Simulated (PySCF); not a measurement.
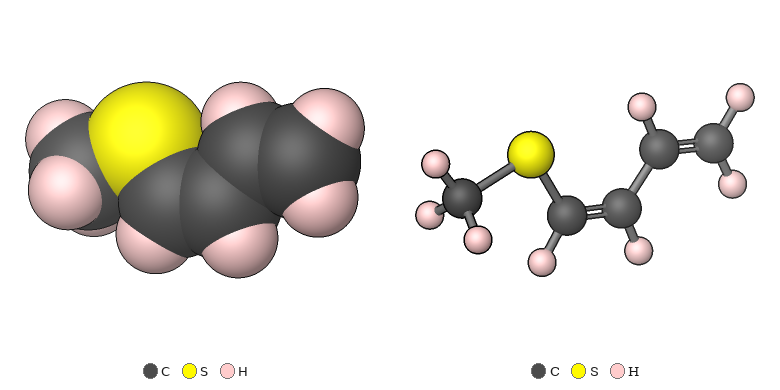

Both panels show the same species.

Describe the molecule.

Formula C5H8S. Its SMILES string is `C=C/C=C\SC`. It has no ring. Among its groups: alkene, thioether. The point group is Cs. Coordination: 4 C trigonal planar; 1 S bent; 1 C tetrahedral.

More results for the same structure follow; atom numbers are the same in all pictures, views and colours differ. The geometry was computed by an optimisation with PBE0-D3(BJ)/def2-SVP. No frequency run is at hand to confirm it as a minimum.

### Geometry

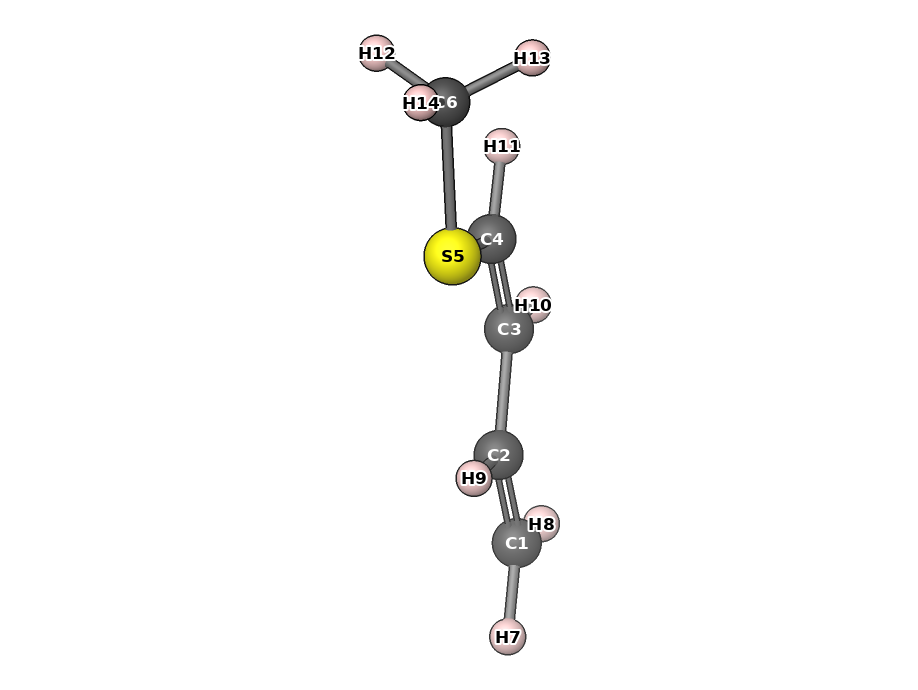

C4 lies behind S5. The molecule seen a little off the S5–C4 bond, S5 in front. Atoms fade into the background with distance from the viewer. No frequency run is at hand to confirm it as a minimum.

> What is the torsion angle C6–S5–C4–C3? The sign is positive where the front bond must turn clockwise to cover the back bond.

180°, antiperiplanar (anti).

### Dipole moment

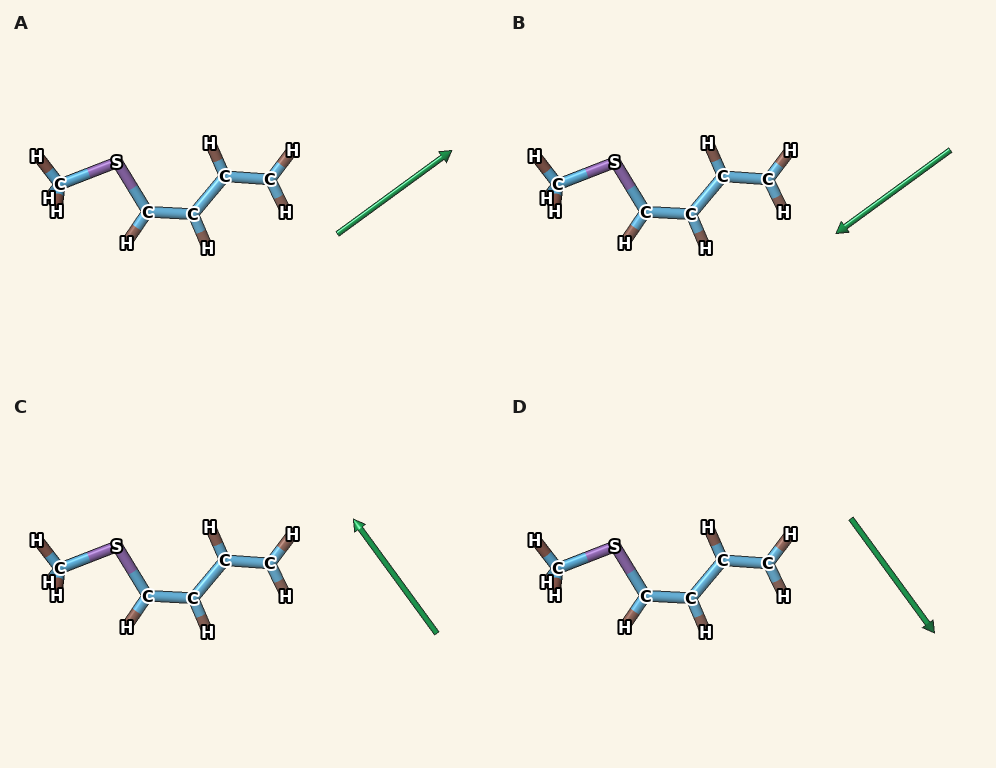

The same molecule four times, each with an arrow. No frequency run is at hand to confirm it as a minimum. Properties computed with CAM-B3LYP/def2-SVPD, gas phase (PySCF 2.14.0).

> Which arrow points along the dipole moment, from the negative to the positive end?

B. The dipole moment is 1.75 D.

### NMR shielding

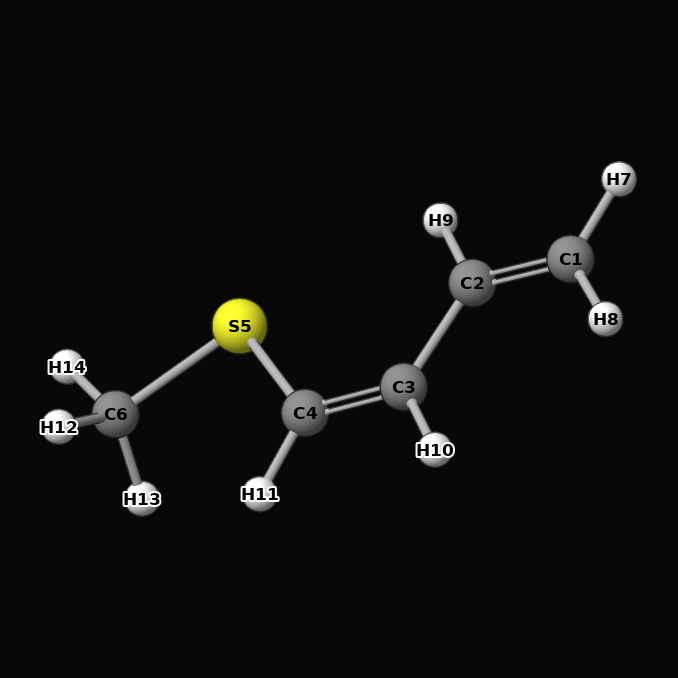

The questions are on isotropic NMR shieldings of the C atoms. No frequency run is at hand to confirm it as a minimum. Method: GIAO PBE0/pcSseg-1 NMR shielding, non-relativistic, gas phase (PySCF 2.14.0).

Give the isotropic NMR shieldings of the C atoms atom by atom.

```json
{"atom": "C1", "σ (ppm)": "61.2"}
{"atom": "C2", "σ (ppm)": "44.5"}
{"atom": "C3", "σ (ppm)": "54.1"}
{"atom": "C4", "σ (ppm)": "44.4"}
{"atom": "C6", "σ (ppm)": "164.3"}
```

### Charges

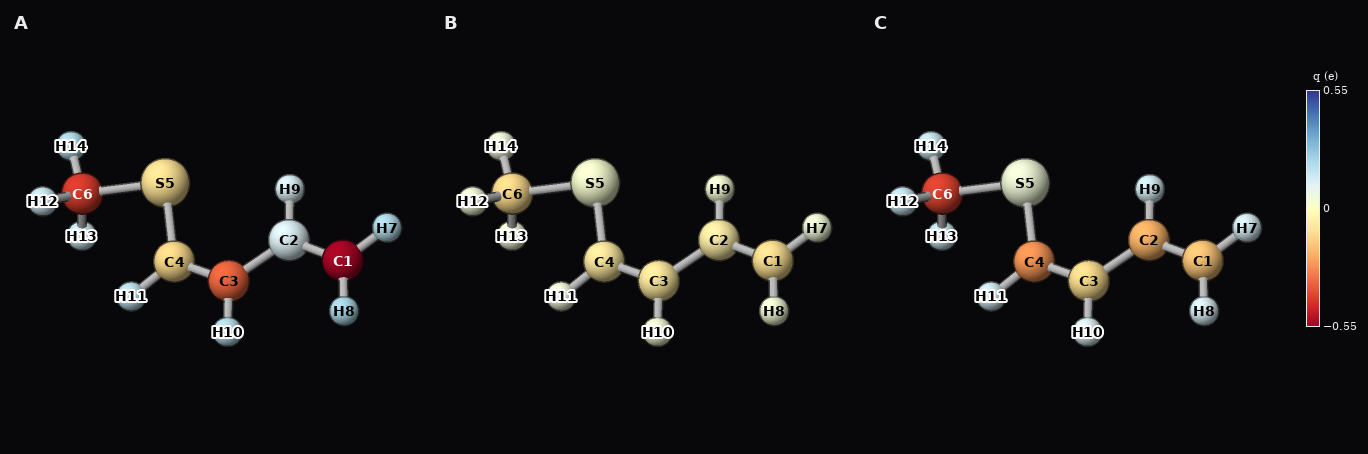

Atomic charges of one calculation by 3 schemes, on one colour scale. No frequency run is at hand to confirm it as a minimum. Level of theory: PBE0/pcSseg-1 (PySCF 2.14.0).

> The schemes are ESP-fitted, Hirshfeld, Mulliken. Which panel shows which?

A ESP-fitted, B Hirshfeld, C Mulliken.

List the charges (e), one line for each set of equivalent atoms.

```csv
atom,ESP-fitted,Hirshfeld,Mulliken
C1,−0.54,−0.10,−0.16
C2,0.11,−0.05,−0.20
C3,−0.34,−0.07,−0.11
C4,−0.12,−0.07,−0.26
S5,−0.09,0.03,0.05
C6,−0.42,−0.11,−0.40
H7,0.19,0.05,0.12
H8,0.21,0.04,0.12
H9,0.12,0.04,0.13
H10,0.19,0.05,0.11
H11,0.18,0.05,0.14
"H12, H13",0.15,0.05,0.16
H14,0.20,0.06,0.16
```

### Quadrupole coupling

No frequency run is at hand to confirm it as a minimum. Electric field gradients from the ground-state density, PBE0/pcSseg-1 (PySCF 2.14.0), non-relativistic apart from any core potentials.

Give the largest field-gradient component, the quadrupole coupling constant and the asymmetry for 33S at S5 (Q = −67.81 mb), 2H at H7 (Q = 2.86 mb), 2H at H8 (Q = 2.86 mb).

```
atom  V_zz (a.u.)  e²qQ/h (MHz)     η
  S5       −2.655          42.3  0.77
  H7        0.309         0.207  0.06
  H8        0.305         0.205  0.06
```

Mulliken values depend strongly on the basis set and can even reverse the polarity of a bond.
